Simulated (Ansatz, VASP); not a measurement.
**Cross-check of ZnS (Sphalerite) between VASP and Ansatz**

Aim: how closely do two programs agree when they are given the same cell, functional and k mesh? The cell comes out of the VASP series on this material, whose earlier steps may have relaxed, scaled or displaced it; both programs get it as it stands.

Program: Ansatz 0.2.0. Level of theory: plane waves, with VASP 6.6.1 beside it; relaxation of cell and atoms at r2SCAN and band structure at HSE06. Results are calculated unless marked as measured.

### Step 1. The structure

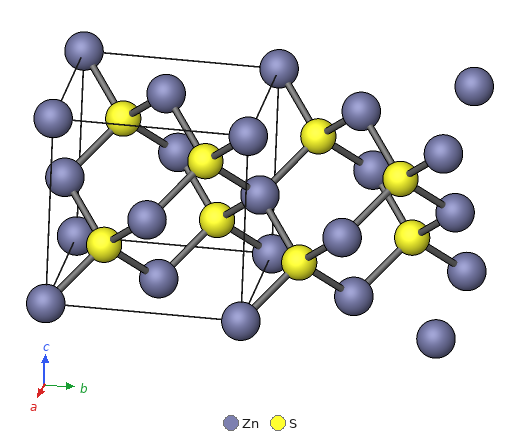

The cell as given, slightly off an axis (zinc blue, sulfur yellow). 1×2×1 cells are drawn. This picture shows the conventional cell, with its axes. Bonds to atoms that aren't drawn are left out. Some periodic images of atoms are drawn too.

Coordinates:

```cif
data_structure
_symmetry_space_group_name_H-M 'P 1'
_symmetry_Int_Tables_number 1
_cell_length_a 3.8046
_cell_length_b 3.8046
_cell_length_c 3.8046
_cell_angle_alpha 60.000
_cell_angle_beta 60.000
_cell_angle_gamma 60.000
_cell_volume 38.94
loop_
_atom_site_label
_atom_site_type_symbol
_atom_site_fract_x
_atom_site_fract_y
_atom_site_fract_z
_atom_site_occupancy
Zn1 Zn 0.00000 0.00000 0.00000 1
S2 S 0.25000 0.25000 0.25000 1
```

### Step 2. VASP: relaxation of cell and atoms, r2SCAN

The relaxed volume is the usual yardstick between codes: its relative difference is about their pressure difference at one cell divided by the bulk modulus.

Lines of VASP's logs that name or quote its potential files are left out, and so is its time.

Input file INCAR:

```
SYSTEM = ZnS
PREC = Accurate
ENCUT = 400
EDIFF = 1E-06
NELM = 100
ISMEAR = 0
SIGMA = 0.05
LREAL = .FALSE.
ALGO = Normal
METAGGA = R2SCAN
LASPH = .TRUE.
NBANDS = 15
LORBIT = 11
LWAVE = .FALSE.
LCHARG = .FALSE.
KPAR = 2
IBRION = 2
NSW = 60
ISIF = 3
EDIFFG = -0.01
```

Input file POSCAR:

```
ZnS
1.0
    0.0000000000      2.6902736767      2.6902736767
    2.6902736767      0.0000000000      2.6902736767
    2.6902736767      2.6902736767      0.0000000000
Zn S
1 1
Direct
    0.0000000000      0.0000000000      0.0000000000
    0.2500000000      0.2500000000      0.2500000000
```

Input file KPOINTS:

```
Automatic mesh
0
Gamma
7 7 7
0 0 0
```

Potentials, in the order of the species: Zn and S (PBE family, release 64).

On the command line:

```
> mpirun -np 2 vasp_std
```

Numbers of over 12 decimals in the logs are rounded to 6 here.

The program printed:

```text
[banner, memory and clock lines left out]
running    2 mpi-ranks, on    1 nodes
 distrk:  each k-point on    1 cores,    2 groups
 distr:  one band on    1 cores,    1 groups

 POSCAR found type information on POSCAR ZnS
 POSCAR found :  2 types and       2 ions
|                                                                             |
|               ----> ADVICE to this user running VASP <----                  |
|                                                                             |
|     You enforced a specific xc type in the INCAR file but a different       |
|     [... a line on the potential file left out ...]
|     I HOPE YOU KNOW WHAT YOU ARE DOING!                                     |
|                                                                             |

 LDA part: xc-table for (None), standard interpolation
 POSCAR, INCAR and KPOINTS ok, starting setup
 FFT: planning ... GRIDC
 FFT: planning ... GRID_SOFT
 FFT: planning ... GRID
 WAVECAR not read
 entering main loop
       N       E                     dE             d eps       ncg     rms          rms(c)
DAV:   1     0.651008361133E+02    0.65101E+02   -0.77831E+03   600   0.119E+03
DAV:   2    -0.169484563015E+02   -0.82049E+02   -0.78243E+02   684   0.239E+02
DAV:   3    -0.218814200402E+02   -0.49330E+01   -0.49171E+01   691   0.626E+01
DAV:   4    -0.219295365305E+02   -0.48116E-01   -0.48105E-01   733   0.643E+00
DAV:   5    -0.219301048547E+02   -0.56832E-03   -0.56831E-03   754   0.667E-01    0.727E+00
DAV:   6    -0.188743795117E+02    0.30557E+01   -0.15301E+00   663   0.399E+01    0.649E+00
DAV:   7    -0.188432387028E+02    0.31141E-01   -0.43077E-01   733   0.111E+01    0.375E+00
DAV:   8    -0.188584802135E+02   -0.15242E-01   -0.32209E-02   656   0.175E+00    0.118E+00
DAV:   9    -0.188599670468E+02   -0.14868E-02   -0.30828E-03   769   0.131E+00    0.103E-01
DAV:  10    -0.188600832826E+02   -0.11624E-03   -0.85279E-04   712   0.314E-01    0.723E-02
DAV:  11    -0.188601170113E+02   -0.33729E-04   -0.22877E-04   768   0.414E-01    0.389E-02
DAV:  12    -0.188601221473E+02   -0.51360E-05   -0.79269E-05   740   0.244E-01    0.955E-03
DAV:  13    -0.188601233055E+02   -0.11582E-05   -0.60562E-06   761   0.465E-02    0.466E-03
DAV:  14    -0.188601265823E+02   -0.32768E-05   -0.10122E-06   349   0.791E-03    0.169E-03
DAV:  15    -0.188601271844E+02   -0.60212E-06   -0.64374E-08   328   0.370E-03
   1 F= -.18860127E+02 E0= -.18860127E+02  d E =-.188601E+02
 curvature:   0.00 expect dE= 0.000E+00 dE for cont linesearch  0.000E+00
 trial: gam= 0.00000 g(F)=  0.108E-43 g(S)=  0.209E-04 ort = 0.000E+00 (trialstep = 0.100E+01)
 search vector abs. value=  0.209E-04
 reached required accuracy - stopping structural energy minimisation
```

Parts of OUTCAR (step 2):

```text
ion  position               nearest neighbor table
   1  0.000  0.000  0.000-   2 2.33   2 2.33   2 2.33   2 2.33
   2  0.250  0.250  0.250-   1 2.33   1 2.33   1 2.33   1 2.33

  LATTYP: Found a face centered cubic cell.
 ALAT       =     5.3805473534

 Subroutine GETGRP returns: Found 24 space group operations
 (whereof 24 operations were pure point group operations)

The static configuration has the point symmetry T_d .

 Found     20 irreducible k-points:

   k-points           NKPTS =     20   k-points in BZ     NKDIM =     20   number of bands    NBANDS=     15

   dimension x,y,z NGX =    28 NGY =   28 NGZ =   28
   dimension x,y,z NGXF=    56 NGYF=   56 NGZF=   56

   ENCUT  =  400.0 eV  29.40 Ry    5.42 a.u.   6.20  6.20  6.20*2*pi/ulx,y,z

   NELECT =      18.0000    total number of electrons

 k-points in reciprocal lattice and weights: Automatic mesh
   0.00000000  0.00000000  0.00000000       0.003
   0.14285714  0.00000000  0.00000000       0.023
   0.28571429  0.00000000  0.00000000       0.023
   0.42857143  0.00000000  0.00000000       0.023
   0.14285714  0.14285714  0.00000000       0.017
   0.28571429  0.14285714  0.00000000       0.070
   0.42857143  0.14285714  0.00000000       0.070
  -0.42857143  0.14285714  0.00000000       0.070
  -0.28571429  0.14285714  0.00000000       0.070
[...]
-0.42857143  0.42857143  0.14285714       0.070
  -0.28571429  0.42857143  0.14285714       0.070

 average (electrostatic) potential at core
       1 -41.6814       2 -91.5058

 E-fermi :   2.1659

 k-point     1 :       0.0000    0.0000    0.0000
  band No.  band energies     occupation
    ...
      5      -4.0302      2.00000
      6      -4.0302      2.00000
      7       1.9556      2.00000
      8       1.9556      2.00000
      9       1.9556      2.00000
     10       4.6900      0.00000
     11       8.8460      0.00000
     12       8.8462      0.00000
     13       8.8462      0.00000
     14      14.2738      0.00000
    ...

 k-point     2 :       0.1429    0.0000    0.0000
  band No.  band energies     occupation
    ...
      5      -4.0320      2.00000
      6      -4.0320      2.00000
      7       0.6126      2.00000
      8       1.7599      2.00000
      9       1.7599      2.00000
     10       5.6151      0.00000
     11       8.7758      0.00000
     12       9.1789      0.00000
     13       9.1791      0.00000
     14      13.5602      0.00000
    ...

 k-point     3 :       0.2857    0.0000    0.0000
  band No.  band energies     occupation
    ...
      5      -4.0250      2.00000
      6      -4.0250      2.00000
      7      -1.4189      2.00000
      8       1.3683      2.00000
      9       1.3683      2.00000
     10       5.9953      0.00000
     11       9.5106      0.00000
     12       9.5107      0.00000
     13       9.8500      0.00000
     14      13.6800      0.00000
    ...

  Total        0.0169886      0.0169886      0.0169886     -0.0000000     -0.0000000     -0.0000000
  in kB        0.6989540      0.6989540      0.6989540     -0.0000000     -0.0000000     -0.0000000
  external PRESSURE =       0.6989540 kB  Pullay stress =       0.0000000 kB

  energy-cutoff  :      400.00
  volume of cell :       38.94
      direct lattice vectors                 reciprocal lattice vectors
     0.000000000  2.690273677  2.690273677    -0.185854697  0.185854697  0.185854697
     2.690273677  0.000000000  2.690273677     0.185854697 -0.185854697  0.185854697
     2.690273677  2.690273677  0.000000000     0.185854697  0.185854697 -0.185854697

 POSITION                                       TOTAL-FORCE (eV/Angst)
 -----------------------------------------------------------------------------------
      0.00000      0.00000      0.00000        -0.000000     -0.000000     -0.000000
      1.34514      1.34514      1.34514         0.000000      0.000000      0.000000
 -----------------------------------------------------------------------------------
    total drift:                                0.000012      0.000012      0.000011

  FREE ENERGIE OF THE ION-ELECTRON SYSTEM (eV)
  ---------------------------------------------------
  free  energy   TOTEN  =       -18.8601271844 eV

  energy  without entropy=      -18.8601271844  energy(sigma->0) =      -18.86012718

 reached required accuracy - stopping structural energy minimisation

 total charge
# of ion       s       p       d       tot
------------------------------------------
    1        0.504   0.486   9.818  10.808
    2        1.302   2.470   0.000   3.773
--------------------------------------------------
tot          1.806   2.956   9.818  14.580

[... 3 further parts left out ...]
```

### Step 3. Ansatz: relaxation of cell and atoms, r2SCAN

Ansatz runs on its default PAW (the set named soft_2) files.

The same cell, functional, mesh and smearing now go to Ansatz, which takes its cutoff from its data sets.

Input file input.yaml:

```yaml
crystal:
  lattice:
    - [0.0, 2.6902736767, 2.6902736767]
    - [2.6902736767, 0.0, 2.6902736767]
    - [2.6902736767, 2.6902736767, 0.0]
  atoms:
    - { symbol: Zn, position: [0.0, 0.0, 0.0] }
    - { symbol: S, position: [0.25, 0.25, 0.25] }
hamiltonian:
  xc: r2scan
  pseudopotentials: { kind: paw }
kpoints:
  mp_grid: { grid: [7, 7, 7] }
scf:
  occupations: { method: gaussian, width: 0.05 }
relax:
  f_tol: 0.01
  max_steps: 60
  cell: { stress_tol: 0.05 }
output:
  forces: true
  stress: true
```

On the command line:

```
> ansatz run input.yaml --threads 4 --pin off --max-ram 9216MiB --backend cpu --events-out ev --progress --plain --runs-dir out
```

The program printed:

```text
Engine: ansatz 0.2.0, aarch64-unknown-linux-gnu
Pseudopotentials: kind: paw
Pseudopotential: Zn, paw, valence charge 12, recommended cutoff 500 eV (meta_gga), Zn.paw.azcp
Pseudopotential: S, paw, valence charge 6, recommended cutoff 500 eV (meta_gga), S.paw.azcp
Functional definition: r2SCAN
  parameter k0 = 0.174
  parameter k1 = 0.065
  parameter a1 = 4.9479
  exchange = r2scan_x(k0 = k0, k1 = k1, a1 = a1)
  correlation = r2scan_c
Crystal: 2 atoms, lattice volume = 38.942 Å³
Basis set: ecut = 500 eV, 965 PW (Γ), exchange–correlation on 120×120×120 points (64 copies of the dense FFT grid, shifted against one another)
Bands: 13, of which v1, the nominal top of the filled ones, is band 9 counted from 1 (8 counted from 0)
Symmetry: 24 space group operations
Space group: F-43m (ITA 216), of the structure as read, at distance tolerance 3.4e-5 Å
k-points: 20 of 343 (time reversal used)
Non-local potential: Zn, projectors of the file, l = 0: 2, l = 1: 2, l = 2: 3, l = 3: 1
Non-local potential: S, projectors of the file, l = 0: 2, l = 1: 2, l = 2: 2
PAW form: soft (Blöchl's): semilocal exchange-correlation on the pseudo side does not see the compensation charge
PAW frozen core: Zn, regenerated for the run's functional (the file was generated under x = pbe(κ = 0.804, μ = 0.219515), c = pbe(β = 0.066725))
PAW frozen core: S, regenerated for the run's functional (the file was generated under x = pbe(κ = 0.804, μ = 0.219515), c = pbe(β = 0.066725))
PAW one-centre angular grid: Zn, 590 points (default); XC on 261 of its mesh's 2673 points in the sphere
PAW one-centre angular grid: S, 302 points (default); XC on 160 Gauss nodes
Initial density: superposition of atomic densities (neutral atoms: chi_scale 0, normalization atom), corrected by the library's trained network
Initial wavefunctions: pseudopotential atomic-orbital guess
Functional: x = r2scan, c = r2scan; τ floored in thin density (d = 2e-4 eV/Å³)
SCF iter   1: F=—  HF=-4233.451471 eV  |F-HF|=—  |Δ(HF+E_count)|=         —  Δρ=1.56e-2  dr2=4.71e-2  dr2_τ=6.76e-3  ethr=1.77e-3  ⟨swp⟩=5.4  Hψ=1558  notcnv=0
preconditioner: auto → none  [insulator: Δε(μ)=2.708 eV  Ē_g=13.109 eV  σ=0.050 eV  W_gap=1.00  n_scr=14 (ndim 8)  ℏωp=25.2 eV  f_vac=0.026  D(μ)=0.00/eV (n_scr^D=0)  ε∞_Penn≈4.7]
SCF iter   2: F=—  HF=-4233.454510 eV  |F-HF|=—  |Δ(HF+E_count)|=   3.04e-3  Δρ=4.70e-3  dr2=8.52e-3  dr2_τ=3.53e-4  ethr=2.61e-4  ⟨swp⟩=2.5  Hψ=679  notcnv=0
SCF iter   3: F=—  HF=-4233.449240 eV  |F-HF|=—  |Δ(HF+E_count)|=   5.27e-3  Δρ=2.93e-3  dr2=1.37e-3  dr2_τ=8.45e-6  ethr=4.73e-5  ⟨swp⟩=2.0  Hψ=500  notcnv=0
SCF iter   4: F=—  HF=-4233.449571 eV  |F-HF|=—  |Δ(HF+E_count)|=   3.31e-4  Δρ=2.69e-4  dr2=4.45e-5  dr2_τ=2.36e-6  ethr=7.60e-6  ⟨swp⟩=2.0  Hψ=600  notcnv=0
SCF iter   5: F=—  HF=-4233.449555 eV  |F-HF|=—  |Δ(HF+E_count)|=   1.61e-5  Δρ=1.27e-4  dr2=5.72e-6  dr2_τ=7.19e-8  ethr=2.47e-7  ⟨swp⟩=2.0  Hψ=312  notcnv=0
SCF iter   6: F=-4233.449554 eV  HF=-4233.449554 eV  |F-HF|=7.19e-9  |Δ(HF+E_count)|=   6.71e-7  Δρ=7.59e-6  dr2=1.42e-8  dr2_τ=1.84e-9  ethr=5.56e-10  ⟨swp⟩=3.7  Hψ=1140  notcnv=0
SCF 1 converged in 6 iterations: F = -4233.449554 eV  dr2 = 1.42e-8
  greatest PAW one-centre occupation: 0.983 electrons in one spin orbital (limit 2), on the Zn atom at site 0 (counted from 0), in its partial waves of l = 2
relax step   1: F+E_penalty+E_count = -4233.44955446 eV  Δ(F+E_penalty+E_count) = +0.000e0 eV  max|allowed force component| = 1.573e-16 eV/Å  Δτ_max = 0.0000 Å  P = +0.383 GPa  Ω = 38.942 Å³  (6 SCF iters, dr2 threshold 1.00e-7 eV, accepted)
[...]
relax step   2: F+E_penalty+E_count = -4233.44971559 eV  Δ(F+E_penalty+E_count) = -1.611e-4 eV  max|allowed force component| = 3.007e-17 eV/Å  Δτ_max = 0.0000 Å  P = +0.154 GPa  Ω = 39.053 Å³  energy of the carried Pulay correction = -2.550e-5 eV  (3 SCF iters, dr2 threshold 2.00e-7 eV, accepted)
[...]
relax step   3: F+E_penalty+E_count = -4233.44973518 eV  Δ(F+E_penalty+E_count) = -1.959e-5 eV  max|allowed force component| = 8.095e-17 eV/Å  Δτ_max = 0.0000 Å  P = +0.003 GPa  Ω = 39.129 Å³  energy of the carried Pulay correction = -4.264e-5 eV  (4 SCF iters, dr2 threshold 5.91e-8 eV, accepted)
[...]
relax step   4: F+E_penalty+E_count = -4233.44977175 eV  Δ(F+E_penalty+E_count) = -3.657e-5 eV  max|allowed force component| = 9.483e-17 eV/Å  Δτ_max = 0.0000 Å  P = +0.003 GPa  Ω = 39.129 Å³  stress off target by 3.40e-3 GPa  SCF on the basis re-selected at this cell (its energy is not comparable with the rows above)  (5 SCF iters)
basis re-selected at this cell: Δ(F+E_penalty+E_count) = -3.657e-5 eV, ΔP = +0.001 GPa vs the last step (what re-selecting the basis moved, of the pressure what is left beyond the Pulay correction that the steps carried, after the strain that the cell walked since its last selection, with what the two solves' SCF thresholds leave and, on support functions, any second-order correction that the steps lacked; it is no m [...]
SCF converged after 5 iterations
Free energy (F): -4233.449772 eV
Harris-Foulkes:  -4233.449772 eV  (|F-HF|=1.82e-12)
Internal energy: -4233.449772 eV  (E = F + TS)
E sigma→0 (E₀):  -4233.449772 eV
Fermi energy:    6.969770 eV
--- Per-component energies (eV) ---
  E_band       = -1.107419
  E_kinetic    = 237.563918
  E_local      = -2041.180210  (includes V_loc(G=0)·N_el)
  E_nonlocal   = 646.590682
  E_hartree    = 856.403097
  E_xc         = -215.802147
  E_vxc        = -148.248632  (∫ρ·V_xc dr)
  E_paw        = -2459.893033  (= ΣΔE_a)
  E_vpaw       = -415.975220  (= ΣTr[D̂ρ^β])
  E_aug_tail   = -0.000075  (compensation charges beyond the density's cutoff)
  E_vtau       = 7.335917  (kinetic-family band-sum trace: ∫τ·v_τ [+ j·A + Jᵃ·Aᵃ] dr)
  E_ewald      = -1256.839618
  E_core_change = -0.292385  (= ΣΔE_core)
  E_smearing   = -0.000000  (= −TS)
  E_closure    = -0.000000  (closes the sum)
  Σ components = -4233.449772   (vs F -4233.449772, Δ=0.00e0)
--- Forces (eV/Å), atoms counted from 1 ---
  atom   1  Zn     0.00000000    -0.00000000    -0.00000000
  atom   2  S     -0.00000000     0.00000000     0.00000000
  max |Σ_I F_I| component: 3.24e-17 eV/Å
--- Stress (GPa, compression-positive) ---
        0.003403       0.000000      -0.000000
        0.000000       0.003403       0.000000
       -0.000000       0.000000       0.003403
  P = ⅓ Tr σ = 0.0034 GPa (0.034 kbar)
--- Relaxed structure (3 steps of the walk, 3 accepted, 1 SCFs on fresh bases) ---
  F+E_penalty+E_count = -4233.44977175 eV   max|allowed force component| = 9.483e-17 eV/Å   (the final SCF, on the basis selected at the relaxed cell)
  cell:  # Å, volume = 39.1286 Å³
    - [0, 2.694561, 2.694561]
    - [2.694561, 0, 2.694561]
    - [2.694561, 2.694561, 0]
  atoms:
    - { symbol: Zn, position: [0, 0, 0] }
    - { symbol: S, position: [0.250000, 0.250000, 0.250000] }
```

It took 3.1 s on 4 threads of Arm Neoverse V1, shared host; peak memory 0.44 GiB; 11 s of CPU time.

### Step 4. Side by side

Known differences besides the PAW data sets themselves: VASP keeps PBE cores, Ansatz makes them for the functional; both relaxations stop at a tolerance, which leaves soft axes loose, and VASP keeps its plane-wave basis; the cutoff is 500 eV in Ansatz and 400 eV in VASP; Ansatz adds a Pulay correction to the stress that steers its cell, VASP none. Total energies have different zeros and are not compared.

Both answers:

```
                                         quantity  Ansatz   VASP  difference
                                      volume (Å³)   39.13  38.94     +0.48 %
edge a after relaxation, in the typed setting (Å)   3.811  3.805     +0.16 %
```

The walks stopped with 0.00 GPa left in Ansatz and 0.07 GPa in VASP; each walk ends within a tolerance, so the volume difference is uncertain by about these residues over the bulk modulus, most in soft cells.

[end of part 1 of 2]

[Lines on the potential files, build, host, timing and source positions are cut from VASP's logs without a mark.]

[Logs are printed without paths, hosts, clocks, repeated set-up lines and the standing remarks that a program may print on its own settings, such as how far it seeks lower states.]

[Hosts, paths, dates, database ids (printed as entryN), source tags and the programs' standing remarks are cut or masked in the printed files.]
